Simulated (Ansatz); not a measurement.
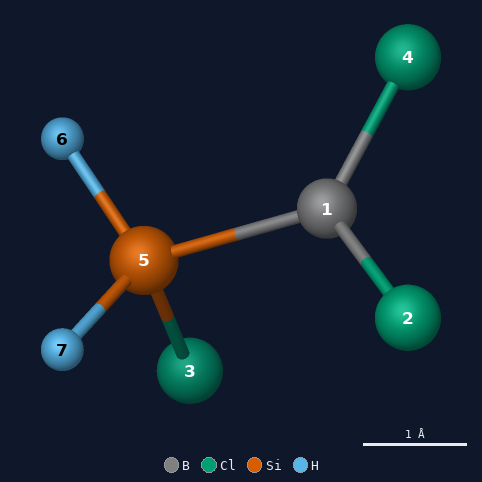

The view is orthographic, and the bar gives the scale. Computed geometry: PBE0-D4/def2-TZVP optimisation.

Give an XYZ file in the frame of the picture: x to the right, y up, z towards the viewer, origin at the mean of the atomic positions.

```xyz
7
BCl3H2Si
B    0.96   0.34   0.54
Cl   1.75  -0.73   1.66
Cl  -0.38  -1.24  -1.97
Cl   1.75   1.81   0.06
Si  -0.83  -0.17  -0.27
H   -1.62   1.02  -0.67
H   -1.62  -1.04   0.63
```
